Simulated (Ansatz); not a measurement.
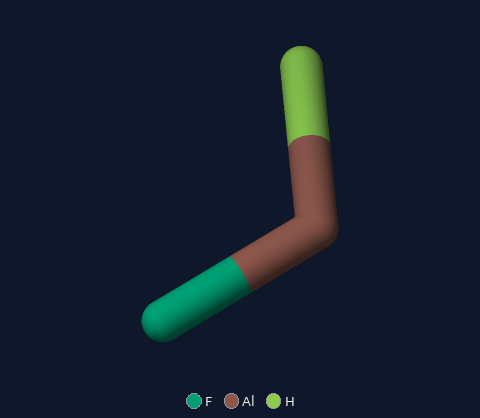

The structure as it stands in the input.

Ansatz 0.2.0 input:

```yaml
crystal:
  periodic: [false, false, false]
  atoms:
    - {symbol: F, position_ang: [0.907071, 0.893230, 0.585636]}
    - {symbol: Al, position_ang: [-0.271640, 0.387075, -0.105231]}
    - {symbol: H, position_ang: [-0.324532, -1.207021, -0.304992]}
basis:
  gaussian: {orbitals: def2-TZVPP}
magnetization: {spin_polarized: true, initial_magnetization: 1}
correlation: {method: ccsd_t}
scf: {omitted_lower_state_checks: [cluster_reference]}
```

What the program printed:

```
Functional definition: HF
  name "HF"
  cite "Fock, Z. Phys. 61, 126 (1930) doi:10.1007/BF01340294"
  parent pbe
  exchange = exact_x
  correlation = 0
these checks for a lower state are left out or cut short: cluster_reference
538 factors; integrals over basis functions are off by at most 9.7e-4 eV
mean field evaluation 1: about -9304.3440 eV, gradient 2.2e1 eV
mean field evaluation 2: about -9304.3482 eV, gradient 2.2e1 eV
mean field evaluation 4: about -9306.2864 eV, gradient 1.9e0 eV
mean field evaluation 8: about -9306.3705 eV, gradient 5.7e-3 eV
mean field -9306.37053303 eV, -342.0028090045 hartree, gradient 2.5e-6 eV, S^2 0.756847; 0 other end points of the search recorded, 0 dependent functions left out
6 core orbitals not correlated: weight in the atoms' cores, before any rotation towards them, 0.999 or more for the frozen orbitals, at most 0.001 for the correlated occupied ones
reference -9306.37053303 eV, -342.0028090045 hartree; 6, 5 occupied and 75, 76 virtual orbitals, 538 factors
second order -8.31441587 eV of doubles, -0.00000000 eV of singles
cycle   1  -8.37798617 eV  change   -6.4e-2 eV  update   6.3e-2
cycle   2  -8.56657971 eV  change   -1.9e-1 eV  update   2.2e-2
cycle   3  -8.62363553 eV  change   -5.7e-2 eV  update   1.3e-2
cycle   4  -8.61685246 eV  change    6.8e-3 eV  update   4.5e-3
cycle   5  -8.61701747 eV  change   -1.7e-4 eV  update   2.2e-3
cycle   6  -8.61836360 eV  change   -1.3e-3 eV  update   8.6e-4
cycle   7  -8.61823493 eV  change    1.3e-4 eV  update   3.4e-4
cycle   8  -8.61820978 eV  change    2.5e-5 eV  update   1.0e-4
cycle   9  -8.61823668 eV  change   -2.7e-5 eV  update   3.2e-5
cycle  10  -8.61822888 eV  change    7.8e-6 eV  update   1.1e-5
perturbative correction -0.21545782 eV, -0.0079179290 hartree
Total energy: -9315.20421974 eV, -342.3274410033 hartree
Checks for a lower state left out: cluster_reference
```
